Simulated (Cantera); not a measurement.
Feed: 1 mol Si, 1.7 mol HBr, 0.95 mol N2, held at 7.50 Torr.

Cantera equilibrium calculation (NASA polynomials, part measured and part estimated; ideal gas, pure solids and liquids). Candidate condensed phases: Br2, Si, Si3N4; 28 gas species. N2 is the only nitrogen source here; it is nearly inert below about 1500 K, so the nitride shown seldom forms there in practice. The tables' values for SiBr3, SiBr are old estimates; treat these amounts as uncertain. Rates play no part.

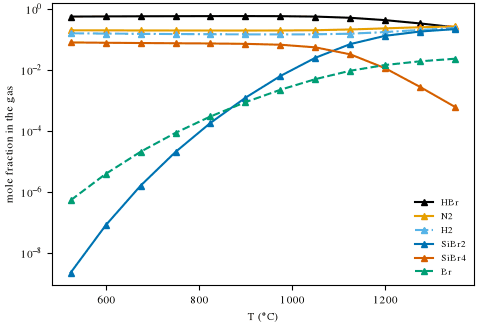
Figure: Equilibrium gas composition (values under 1e-9 drawn at 1e-9)

Q: Read off the mole fractions at 600 °C.

A: HBr about 0.57, N2 about 0.20, H2 about 0.16, SiBr4 about 0.078, Br about 3.9e-6, SiBr2 about 8.0e-8.
